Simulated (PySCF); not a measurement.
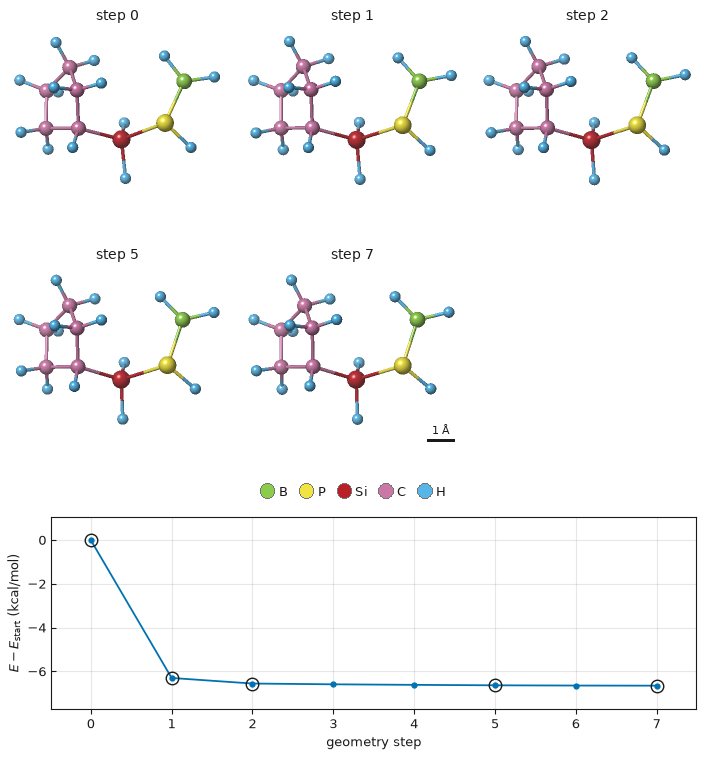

Frames of a relaxation of C5H14BPSi, marked on the history of the run. Style: ball-and-stick. Shown from a free direction.

The start comes from GFN2-xTB. Its atoms were then displaced at random by about 0.01 Å.

All numbers below come from PBE0-D3(BJ)/def2-SVP geometry optimisation, gas phase in PySCF 2.14.0, density-fitted response routines. 

Describe the path.

The largest move after the best rigid fit is that of an H atom, 0.26 Å. Largest moves by element: H 0.26 Å, P 0.19 Å, B 0.11 Å, Si 0.05 Å, C 0.05 Å. Near-neighbour distances that change, for instance: B–H 1.152 → 1.207 Å, H–P 1.372 → 1.420 Å, C–H 1.063 → 1.103 Å, B–P 1.813 → 1.850 Å. Among the angles between lasting bonds that change: Si–C–H 111.3° → 105.3°, Si–P–H 100.3° → 105.0°, B–P–H 102.4° → 106.4°. After 7 geometry steps the energy has fallen by 6.65 kcal/mol. From step 0 to 1: an H atom moves most (0.19 Å), energy −6.30 kcal/mol. From step 1 to 2: an H atom moves most (0.06 Å), energy −0.25 kcal/mol. From step 2 to 5: H atoms move most (0.11 Å), energy −0.08 kcal/mol. From step 5 to 7: an H atom moves most (0.07 Å), energy −0.02 kcal/mol.

```
step  E − E(0), kcal/mol
   0                0.00
   1               -6.30
   2               -6.55
   3               -6.59
   4               -6.61
   5               -6.63
   6               -6.64
   7               -6.65
```
